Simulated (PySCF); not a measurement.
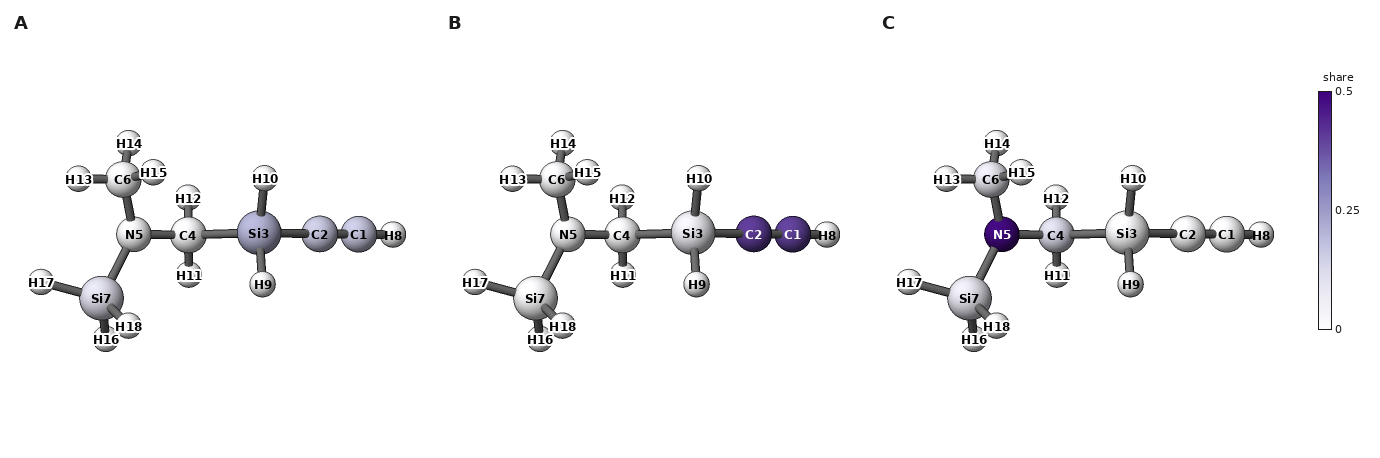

Each panel colours the atoms by their Löwdin share in one orbital (up to four of the largest shares; other atoms are shown as zero). The computed structure is the end point of a GFN2-xTB optimisation. No frequency run is at hand to confirm it as a minimum. Level of theory: ωB97X-D/def2-SVPD (PySCF 2.14.0).

Question: The panels show the HOMO−2, HOMO, LUMO, in some order. Which is which?

Answer: A: LUMO, 1.65 eV; Si3 0.20, C1 0.16, C2 0.16, Si7 0.10
B: HOMO−2, −10.26 eV; C2 0.40, C1 0.40, Si3 0.05
C: HOMO, −8.00 eV; N5 0.48, C4 0.11, Si7 0.07, C6 0.07

The geometry is semi-empirical. Around Si such bond lengths and angles can be off by a tenth of an ångström or more and by several degrees, and values that hang on the shape move with them.
